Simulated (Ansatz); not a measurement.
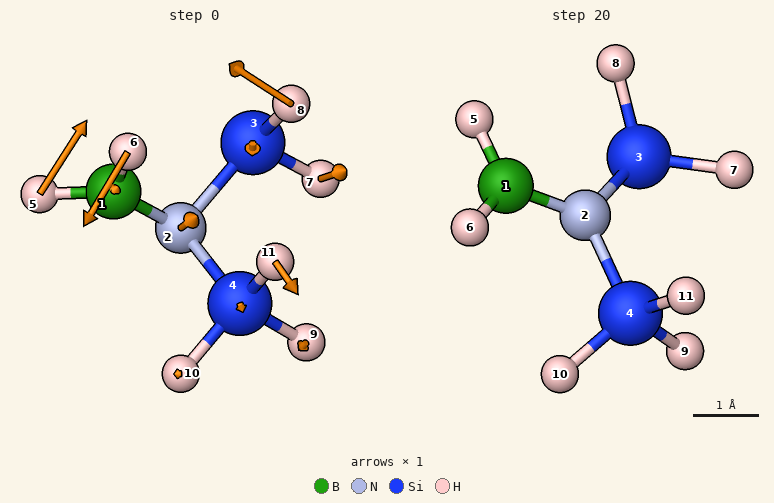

The structure of BSi$_{2}$NH$_{7}$ (multiplicity 2) (coarse preliminary run) before (left) and after (right) a relaxation, at one scale. The orange arrows give the displacements, at their true length.

Style: ball-and-stick. Shown at a tilt.

The start comes from a force field.

Level of theory: UKS PBE-D4/def2-SVP in Ansatz. Settings: force threshold 0.03 eV/Å; at most 200 steps.

### Summarise the run.

After 18 accepted moves (20 points after the start) the energy has fallen by 1.469 eV. The largest force component goes from 2.9 to 0.023 eV/Å. The line search rejected the trial steps at points 12, 18 of the run. The atom that moves furthest after the best rigid fit is H8 (1.83 Å). By element the largest moves are H 1.83 Å, N 0.63 Å, Si 0.34 Å, B 0.18 Å. Near-neighbour distances that change, for instance: Si4–H11 1.390 → 1.503 Å, B1–N2 1.508 → 1.424 Å, Si3–H7 1.445 → 1.511 Å, N2–Si4 1.841 → 1.793 Å. Among the angles between lasting bonds that change: B1–N2–Si4 103.6° → 119.3°, B1–N2–Si3 108.9° → 120.8°, Si3–N2–Si4 108.6° → 119.8°.
